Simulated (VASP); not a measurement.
Band structure of MoSe₂ (space group P6_3/mmc). These are PBE GGA with D3 dispersion (Becke-Johnson damping), VASP's PBE PAW potentials (set 64) (plane waves; VASP) values and carry that method's errors.

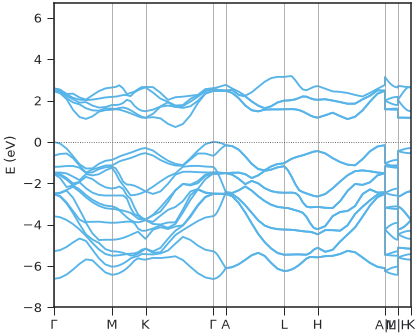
Fig. 1. Bands along high-symmetry lines, zero at the valence-band maximum or, without a gap, the Fermi level

Read the plot: is there a gap, and where are the band edges?

The gap is indirect, 0.72 eV, from the valence maximum at Γ to the conduction minimum at K-Γ at 0.44. (Edges off the drawn lines would not show.)

The structure comes from a measured MoSe2 entry (P6_3/mmc) of the Crystallography Open Database, whose conditions weren't checked. It was relaxed first.
